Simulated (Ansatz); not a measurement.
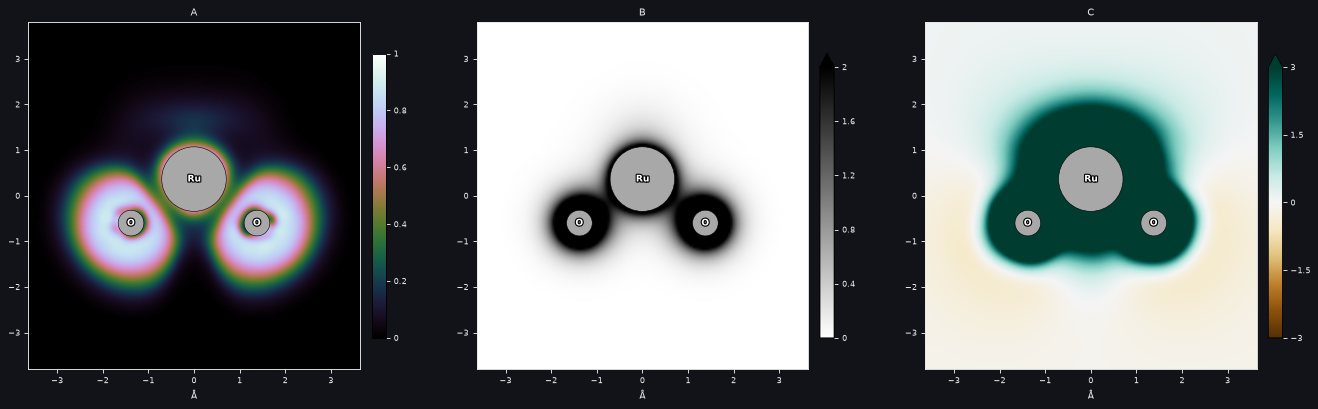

O$_{3}$RuS (RuO3S): 3 fields on the plane of atoms O3, Ru1 and O4, with unlabelled colour scales. Grey discs cover the atomic cores.

Geometry: B3LYP-D4/def2-SVP; core potentials replace the inner electrons of Ru; not at a stationary point (largest force 0.9 eV/Å).

The calculation used Ansatz 0.2.0, RKS PBE0-D4/def2-TZVP.

```yaml
atoms:
  - { symbol: Ru, position_ang: [0.0446, 0.0768, 0.0320] }
  - { symbol: O, position_ang: [0.0460, 0.0416, 1.7154] }
  - { symbol: O, position_ang: [1.6249, 0.0681, -0.5492] }
  - { symbol: O, position_ang: [-0.7678, 1.4451, -0.5184] }
  - { symbol: S, position_ang: [-0.9476, -1.6316, -0.6798] }
```

Match the panels to the quantities (electron density, electron localisation function and electrostatic potential).

Panel A: electron localisation function. Panel B: electron density. Panel C: electrostatic potential (strongly positive close to the atoms and fading to about zero outside). From the grid: Ru–O (1.68 Å): ρ at the midpoint is about 2 e/Å³; the ELF peaks at about 0.75 in the valence shell of O, 0.5 Å from its nucleus, and drops to about 0.40 between the two atoms.
